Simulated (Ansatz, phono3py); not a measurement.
**SnTe (Fm-3m): lattice thermal conductivity**

How well does the lattice of SnTe conduct heat?

Program: Ansatz 0.2.0. Level of theory: DFT LDA, scalar-relativistic, plane waves, PAW. Results are calculated unless marked as measured.

The database entry behind the starting cell differs from later determinations by our own check (about 0.3 % short), so it need not match the best structure at ambient conditions.

### 1. Set-up

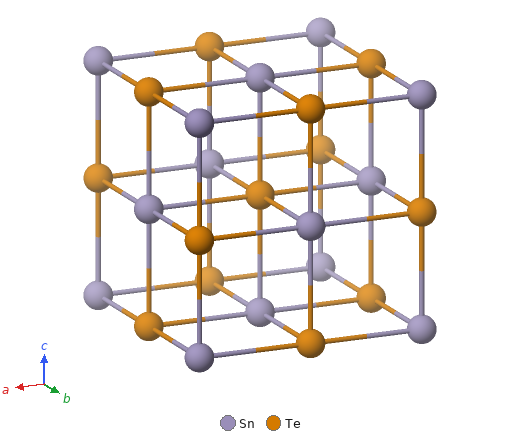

The cell as given, from a free direction (tin purple, tellurium orange). This picture shows the conventional cell, with its axes. Some periodic images of atoms are drawn too.

### 2. Probe on a coarse mesh

A cheap single point shows whether the cell is a metal or an insulator and how far it is from rest; that sets the k-mesh and the occupations of what follows.

Contents of input.yaml:

```yaml
crystal:
  lattice:
    - [0.0, 3.15085, 3.15085]
    - [3.15085, 0.0, 3.15085]
    - [3.15085, 3.15085, 0.0]
  atoms:
    - { symbol: Sn, position: [0.0, 0.0, 0.0] }
    - { symbol: Te, position: [0.5, 0.5, 0.5] }
kpoints:
  mp_grid: { grid: [6, 6, 6] }
hamiltonian:
  xc: lda
scf:
  occupations: { method: gaussian, width: 0.1 }
output:
  forces: true
  stress: true
  eigenvalues: true
```

On the command line:

```
$ ansatz run input.yaml --threads 16 --pin off --max-ram 30720MiB --backend cpu --events-out ev --progress --plain --runs-dir out
```

Numbers of over 12 decimals in the logs are rounded to 6 here.

Log:

```text
Engine: ansatz 0.2.0, x86_64-unknown-linux-gnu
Pseudopotentials: kind: paw
Pseudopotential: Sn, paw, valence charge 14, recommended cutoff 420 eV (normal), Sn.paw.azcp
Pseudopotential: Te, paw, valence charge 16, recommended cutoff 420 eV (normal), Te.paw.azcp
Functional definition: SPW92
  exchange = slater_x
  correlation = pw_c
Crystal: 2 atoms, lattice volume = 62.562 Å³
Basis set: ecut = 420 eV, 1243 PW (Γ)
Bands: 19, of which v1, the nominal top of the filled ones, is band 15 counted from 1 (14 counted from 0)
Symmetry: 48 space group operations
Space group: Fm-3m (ITA 225), of the structure as read, at distance tolerance 4.0e-5 Å
k-points: 16 of 216
Non-local potential: Sn, projectors of the file, l = 0: 2, l = 1: 2, l = 2: 2, l = 3: 2
Non-local potential: Te, projectors of the file, l = 0: 2, l = 1: 2, l = 2: 2, l = 3: 2
PAW form: soft (Blöchl's): semilocal exchange-correlation on the pseudo side does not see the compensation charge
PAW frozen core: Sn, regenerated for the run's functional, and the local potential with it (the file was generated under x = pbe(κ = 0.804, μ = 0.219515), c = pbe(β = 0.066725))
PAW frozen core: Te, regenerated for the run's functional, and the local potential with it (the file was generated under x = pbe(κ = 0.804, μ = 0.219515), c = pbe(β = 0.066725))
PAW one-centre angular grid: Sn, 590 points (default); XC on 64 Gauss nodes
PAW one-centre angular grid: Te, 590 points (default); XC on 64 Gauss nodes
Initial density: superposition of atomic densities (neutral atoms: chi_scale 0, normalization atom), corrected by the library's trained network
Initial wavefunctions: pseudopotential atomic-orbital guess
Functional: x = slater, c = lda
SCF iter   1: F=—  HF=-12707.274985 eV  |F-HF|=—  |Δ(HF+E_count)|=         —  Δρ=5.30e-3  dr2=7.27e-3  ethr=1.77e-3  ⟨swp⟩=6.2  Hψ=1556  notcnv=0
preconditioner: auto → none  [insulator: Δε(μ)=0.107 eV  Ē_g=8.660 eV  σ=0.100 eV  W_gap=0.55  n_scr=14 (ndim 8)  ℏωp=14.8 eV  f_vac=0.009  D(μ)=0.31/eV (n_scr^D=0)  ε∞_Penn≈3.9]
SCF iter   2: F=—  HF=-12707.269754 eV  |F-HF|=—  |Δ(HF+E_count)|=   5.23e-3  Δρ=2.03e-3  dr2=1.10e-3  ethr=2.42e-5  ⟨swp⟩=2.0  Hψ=541  notcnv=0
SCF iter   3: F=—  HF=-12707.269405 eV  |F-HF|=—  |Δ(HF+E_count)|=   3.49e-4  Δρ=2.55e-4  dr2=2.84e-5  ethr=3.68e-6  ⟨swp⟩=2.2  Hψ=545  notcnv=0
SCF iter   4: F=—  HF=-12707.269403 eV  |F-HF|=—  |Δ(HF+E_count)|=   2.03e-6  Δρ=5.07e-5  dr2=2.02e-6  ethr=9.48e-8  ⟨swp⟩=2.0  Hψ=541  notcnv=0
iter 5 did not close the SCF: its close was put off for the readings that it lacked (scf_convergence_deferred on its scf_iter line)
SCF iter   5: F=-12707.269402 eV  HF=-12707.269402 eV  |F-HF|=2.84e-8  |Δ(HF+E_count)|=   8.03e-7  Δρ=1.11e-5  dr2=7.65e-8  ethr=6.75e-9  ⟨swp⟩=2.0  Hψ=544  notcnv=0
SCF iter   6: F=-12707.269402 eV  HF=-12707.269402 eV  |F-HF|=3.89e-10  |Δ(HF+E_count)|=   4.42e-9  Δρ=1.40e-6  dr2=5.10e-10  ethr=2.55e-10  ⟨swp⟩=3.8  Hψ=1418  notcnv=0
SCF 1 converged in 6 iterations: F = -12707.269402 eV  dr2 = 5.10e-10
  greatest PAW one-centre occupation: 0.999 electrons in one spin orbital (limit 2), on the Te atom at site 1 (counted from 0), in its partial waves of l = 2
SCF converged after 6 iterations
Free energy (F): -12707.269402 eV
Harris-Foulkes:  -12707.269402 eV  (|F-HF|=3.89e-10)
Internal energy: -12707.267820 eV  (E = F + TS)
E sigma→0 (E₀):  -12707.268611 eV
Entropy (-TS):   -0.001583 eV (-0.791 meV/atom)
Fermi energy:    9.339778 eV
--- Per-component energies (eV) ---
  E_band       = -361.479387
  E_kinetic    = 368.374622
  E_local      = -2165.324939  (includes V_loc(G=0)·N_el)
  E_nonlocal   = -333.181788
  E_hartree    = 1352.806267
  E_xc         = -503.707486
  E_vxc        = -204.246781  (∫ρ·V_xc dr)
  E_paw        = -8501.847362  (= ΣΔE_a)
  E_vpaw       = -732.713657  (= ΣTr[D̂ρ^β])
  E_aug_tail   = -0.000168  (compensation charges beyond the density's cutoff)
  E_ewald      = -2925.490525
  E_core_change = 1.103559  (= ΣΔE_core)
  E_smearing   = -0.001583  (= −TS)
  E_closure    = -0.000000  (closes the sum)
  Σ components = -12707.269402   (vs F -12707.269402, Δ=0.00e0)
--- Forces (eV/Å), atoms counted from 1 ---
  atom   1  Sn     0.00000000     0.00000000     0.00000000
  atom   2  Te     0.00000000    -0.00000000     0.00000000
  max |Σ_I F_I| component: 3.46e-29 eV/Å
--- Stress (GPa, compression-positive) ---
       -1.515817       0.000000       0.000000
        0.000000      -1.515817      -0.000000
       -0.000000       0.000000      -1.515817
  P = ⅓ Tr σ = -1.5158 GPa (-15.158 kbar)
--- Band table (eV; the first three rows and the last of 16) ---
  k-point 0: bands = [... 11 lower, 4.4912, 7.2280, 7.2280, 7.2280, 12.6305, 12.6305, 12.6305, 14.1780]
  k-point 1: bands = [... 11 lower, 3.4296, 7.2734, 7.2734, 7.9200, 11.6157, 11.6157, 11.6343, 14.1206]
  k-point 2: bands = [... 11 lower, 1.7913, 7.4353, 7.4353, 8.6865, 10.2785, 10.2785, 10.2918, 15.2038]
  k-point 15: bands = [... 11 lower, 2.0626, 4.1403, 5.0190, 7.4532, 11.4147, 12.8184, 14.6602, 14.8831]
```

Run time: 0.59 s. Hardware: 16 threads of AMD EPYC 7R43, shared host; peak memory 0.43 GiB.

Reading the cycles: dr2 is the Hartree energy of the density residual (eV), the measure of convergence; HF is the Harris–Foulkes estimate of the energy, which meets the free energy F at convergence.

Numbers from this step:

- pressure: -1.516 GPa
- volume per atom: 31.28 Å³
- gap on the k-mesh: 0.1054 eV

The start is under -1.5 GPa at this level and looks like an insulator or semiconductor on this mesh.

### 3. Relaxation

The vibrations must be taken about the equilibrium of this functional, not about the starting cell, so the structure is relaxed.

input.yaml, the sections that differ from step 2:

```yaml
kpoints:
  mp_grid: { grid: [10, 10, 10] }
scf:
  occupations: { method: gaussian, width: 0.01 }
relax:
  adjacent_minimum: "off"
  f_tol: 0.005
  max_steps: 80
  cell: { stress_tol: 0.05 }
# crystal, hamiltonian, output: as in step 2
```

Log:

```text
[...]
Crystal: 2 atoms, lattice volume = 62.562 Å³
Basis set: ecut = 420 eV, 1243 PW (Γ)
Bands: 19, of which v1, the nominal top of the filled ones, is band 15 counted from 1 (14 counted from 0)
Symmetry: 48 space group operations
[...]
k-points: 47 of 1000
[...]
SCF iter   1: F=—  HF=-12707.272894 eV  |F-HF|=—  |Δ(HF+E_count)|=         —  Δρ=5.35e-3  dr2=7.42e-3  ethr=1.77e-3  ⟨swp⟩=6.6  Hψ=4855  notcnv=0
[...]
SCF iter   6: F=-12707.267371 eV  HF=-12707.267371 eV  |F-HF|=2.04e-10  |Δ(HF+E_count)|=  8.93e-10  Δρ=1.21e-6  dr2=3.92e-10  ethr=2.61e-10  ⟨swp⟩=3.2  Hψ=3566  notcnv=0
SCF 1 converged in 6 iterations: F = -12707.267371 eV  dr2 = 3.92e-10
[...]
relax step   1: F+E_penalty+E_count = -12707.26737144 eV  Δ(F+E_penalty+E_count) = +0.000e0 eV  max|allowed force component| = 1.506e-29 eV/Å  Δτ_max = 0.0000 Å  P = -1.504 GPa  Ω = 62.562 Å³  (6 SCF iters, dr2 threshold 1.00e-7 eV, accepted)
Crystal: 2 atoms, lattice volume = 59.859 Å³
Basis set: ecut = 420 eV, 1211 PW (Γ)
[...]
iter 1 solved again at ethr=5.85e-6 eV; its pass at ethr=3.10e-3 eV (dr2=1.76e-3 eV) is discarded
[...]
SCF iter   6: F=-12707.275913 eV  HF=-12707.275913 eV  |F-HF|=8.73e-10  |Δ(HF+E_count)|=  8.62e-10  Δρ=7.95e-7  dr2=8.44e-10  ethr=1.69e-11  ⟨swp⟩=1.9  Hψ=2765  notcnv=0
SCF 2 converged in 6 iterations: F = -12707.275913 eV  dr2 = 8.44e-10
relax step   2: F+E_penalty+E_count = -12707.27591288 eV  Δ(F+E_penalty+E_count) = -8.541e-3 eV  max|allowed force component| = 1.003e-29 eV/Å  Δτ_max = 0.0000 Å  P = +0.643 GPa  Ω = 59.859 Å³  energy of the carried Pulay correction = +5.460e-4 eV  (6 SCF iters, dr2 threshold 2.00e-7 eV, accepted)
Crystal: 2 atoms, lattice volume = 60.644 Å³
[...]
SCF iter   6: F=-12707.277221 eV  HF=-12707.277221 eV  |F-HF|=1.46e-11  |Δ(HF+E_count)|=  2.87e-10  Δρ=1.56e-7  dr2=1.64e-11  ethr=2.22e-12  ⟨swp⟩=1.4  Hψ=2476  notcnv=0
SCF 3 converged in 6 iterations: F = -12707.277221 eV  dr2 = 1.64e-11
relax step   3: F+E_penalty+E_count = -12707.27722055 eV  Δ(F+E_penalty+E_count) = -1.308e-3 eV  max|allowed force component| = 4.470e-29 eV/Å  Δτ_max = 0.0000 Å  P = -0.035 GPa  Ω = 60.644 Å³  energy of the carried Pulay correction = +3.832e-4 eV  (6 SCF iters, dr2 threshold 2.00e-7 eV, accepted)
[...]
SCF iter   9: F=-12707.276848 eV  HF=-12707.276848 eV  |F-HF|=5.46e-12  |Δ(HF+E_count)|=  5.46e-12  Δρ=1.68e-10  dr2=1.84e-17  ethr=1.00e-12  ⟨swp⟩=2.7  Hψ=2580  notcnv=0
SCF 4 converged in 9 iterations: F = -12707.276848 eV  dr2 = 1.84e-17
relax step   4: F+E_penalty+E_count = -12707.27684806 eV  Δ(F+E_penalty+E_count) = +3.725e-4 eV  max|allowed force component| = 3.524e-29 eV/Å  Δτ_max = 0.0000 Å  P = -0.036 GPa  Ω = 60.644 Å³  stress off target by 3.64e-2 GPa  SCF on the basis re-selected at this cell (its energy is not comparable with the rows above)  (9 SCF iters)
basis re-selected at this cell: Δ(F+E_penalty+E_count) = +3.725e-4 eV, ΔP = -0.001 GPa vs the last step (what re-selecting the basis moved, of the pressure what is left beyond the Pulay correction that the steps carried, after the strain that the cell walked since its last selection, with what the two solves' SCF thresholds leave and, on support functions, any second-order correction that the steps lacked; it is no m [...]
SCF converged after 9 iterations
Free energy (F): -12707.276848 eV
[...]
Internal energy: -12707.276848 eV  (E = F + TS)
E sigma→0 (E₀):  -12707.276848 eV
Fermi energy:    9.850839 eV
[...]
--- Stress (GPa, compression-positive) ---
       -0.036418      -0.000000      -0.000000
       -0.000000      -0.036418      -0.000000
       -0.000000      -0.000000      -0.036418
  P = ⅓ Tr σ = -0.0364 GPa (-0.364 kbar)
--- Band table (eV; the first three rows and the last of 47) ---
  k-point 0: bands = [... 11 lower, 5.1016, 7.6254, 7.6254, 7.6254, 13.1821, 13.1821, 13.1821, 14.6078]
  k-point 1: bands = [... 11 lower, 4.5858, 7.6406, 7.6406, 7.9966, 12.7060, 12.7060, 12.7243, 14.5129]
  k-point 2: bands = [... 11 lower, 3.5582, 7.6937, 7.6937, 8.6020, 11.8129, 11.8129, 11.8669, 14.6565]
  k-point 46: bands = [... 11 lower, 2.3391, 4.5622, 5.1205, 8.4663, 11.2458, 13.7124, 15.1422, 15.5265]
--- Relaxed structure (3 steps of the walk, 3 accepted, 1 SCFs on fresh bases) ---
  F+E_penalty+E_count = -12707.27684806 eV   max|allowed force component| = 3.524e-29 eV/Å   (the final SCF, on the basis selected at the relaxed cell)
  cell:  # Å, volume = 60.6443 Å³
    - [0, 3.118316, 3.118316]
    - [3.118316, 0, 3.118316]
    - [3.118316, 3.118316, 0]
  atoms:
    - { symbol: Sn, position: [0, 0, 0] }
    - { symbol: Te, position: [0.500000, 0.500000, 0.500000] }
```

Elapsed: 2.7 s, on 16 threads; peak memory 0.56 GiB.

Step by step:

```tsv
step	energy less that of the first step (eV)	largest force component (eV/Å)	pressure (GPa)	volume (Å³)
1	0.0000	0.0000	-1.50	62.56
2	-0.0085	0.0000	0.64	59.86
3	-0.0099	0.0000	-0.04	60.64
4*	-0.0095	0.0000	-0.04	60.64
```

Relaxation steps marked * repeat the geometry before them on a plane-wave basis chosen anew for their cell, so energy and pressure can jump there.

The run keeps the 48 symmetry operations that it works with, so distortions that break them were not tested.

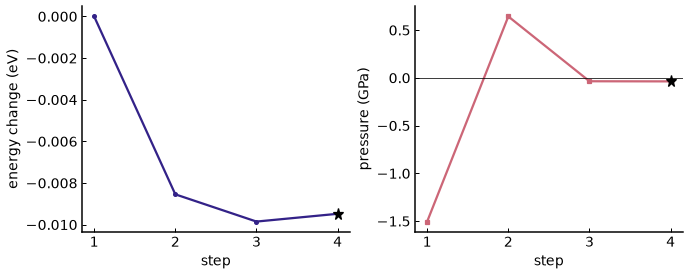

Energy and pressure along the relaxation. Stars mark steps on a basis chosen anew.

```tsv
conventional cell, symmetrised	before	after	change
a (Å)	6.302	6.237	-1.0 %
b (Å)	6.302	6.237	-1.0 %
c (Å)	6.302	6.237	-1.0 %
volume (Å³/atom)	31.28	30.32	-3.1 %
```

Final coordinates:

```
Sn Te
1.0
     0.00000    3.11832    3.11832
     3.11832    0.00000    3.11832
     3.11832    3.11832    0.00000
Sn Te
1 1
Direct
  0.00000 0.00000 0.00000
  0.50000 0.50000 0.50000
```

This step gave:

| Item | Value |
| --- | --- |
| pressure | -0.03642 GPa |
| gap on the k-mesh | 0.1964 eV |
| volume per atom | 30.32 Å³ |

The relaxation ends with a pressure of -0.04 GPa.

### 4. Relaxing to small residual forces and stress

The relaxation is repeated with tighter thresholds on force and stress, since phonons are sensitive to what is left; a change of mesh or smearing in the input moves the cell too.

input.yaml, the sections that differ from step 3:

```yaml
crystal:
  lattice:
    - [0.0, 3.1183157825, 3.1183157825]
    - [3.1183157825, 0.0, 3.1183157825]
    - [3.1183157825, 3.1183157825, 0.0]
  atoms:
    - { symbol: Sn, position: [0.0, 0.0, 0.0] }
    - { symbol: Te, position: [0.5, 0.5, 0.5] }
kpoints:
  mp_grid: { grid: [12, 12, 12] }
relax:
  adjacent_minimum: "off"
  f_tol: 0.001
  max_steps: 60
  cell: { stress_tol: 0.01 }
# hamiltonian, scf, output: as in step 3
```

Log:

```text
[...]
Crystal: 2 atoms, lattice volume = 60.644 Å³
Basis set: ecut = 420 eV, 1243 PW (Γ)
Bands: 19, of which v1, the nominal top of the filled ones, is band 15 counted from 1 (14 counted from 0)
Symmetry: 48 space group operations
[...]
k-points: 72 of 1728
[...]
k-point 71: bands = [... 11 lower, 2.2788, 4.8321, 4.8321, 9.0199, 10.6403, 14.4723, 14.4723, 15.9845]
--- Relaxed structure (3 steps of the walk, 3 accepted, 1 SCFs on fresh bases) ---
[...]
cell:  # Å, volume = 60.6083 Å³
    - [0, 3.117697, 3.117697]
    - [3.117697, 0, 3.117697]
    - [3.117697, 3.117697, 0]
  atoms:
    - { symbol: Sn, position: [0, 0, 0] }
    - { symbol: Te, position: [0.500000, 0.500000, 0.500000] }
[key lines of the parts left out:]
SCF converged after 9 iterations
Free energy (F): -12707.277023 eV
Fermi energy:    9.861274 eV
P = ⅓ Tr σ = -0.0000 GPa (-0.000 kbar)
```

The job ended after 3.2 s (16 threads; peak memory 0.6 GiB; 32 s of CPU time).

Little changed from the start: no atom moved by 0.005 Å and no cell edge by 0.1 %.

This step gave:

```yaml
pressure: -2.60e-5 GPa
gap_on_the_k_mesh: 0.1983 eV
volume_per_atom: 30.30 Å³
```

The residual pressure is -2.6e-5 GPa, small enough for phonons.

### 5. A faulty attempt

This input was changed on purpose, to see how the program answers.

Contents of input.yaml:

```yaml
crystal:
  lattice:
    - [0.0, 3.1176971787, 3.1176971787]
    - [3.1176971787, 0.0, 3.1176971787]
    - [3.1176971787, 3.1176971787, 0.0]
  atoms:
    - { symbol: Sn, position: [0.0, 0.0, 0.0] }
    - { symbol: Te, position: [0.5, 0.5, 0.5] }
kpoints:
  mp_grid: { grid: [8, 8, 8] }
hamiltonian:
  xc: lda
scf:
  occupations: { method: gaussian, width: 0.01 }
  max_iter: 100
output:
  eigenvalues: true
phonons:
  supercell: [2, 2, 2]
  dielectric: false
  third_order: { supercell: [2, 2, 2], pair_cutoff: 3.268 }
  lattice_thermal_conductivity:
    qmesh: [9, 9, 9]
    temperatures: [-10, 0, 300]
    isotope_mass_variance:
      - { species: Sn, variance: 0.0003341 }
      - { species: Te, variance: 0.0002839 }
```

Log:

```text
Error: invalid value for `phonons.lattice_thermal_conductivity.temperatures`: every temperature must be finite and > 0; got -10 K
```

Wall time 0.06 s (16 threads); peak memory 0.042 GiB.

The program refused the input before any cycle.

The program's message: “Error: invalid value for `phonons.lattice_thermal_conductivity.temperatures`: every temperature must be finite and > 0; got -10 K”

The fault put into the input: a temperature of 0 K or below.

[end of part 1 of 2]

[Logs are printed without paths, hosts, clocks, repeated set-up lines and the standing remarks that a program may print on its own settings, such as how far it seeks lower states.]

[Hosts, paths, dates, database ids (printed as entryN), source tags and the programs' standing remarks are cut or masked in the printed files.]

[A step with changed settings may run another functional than the one named; its input shows which.]
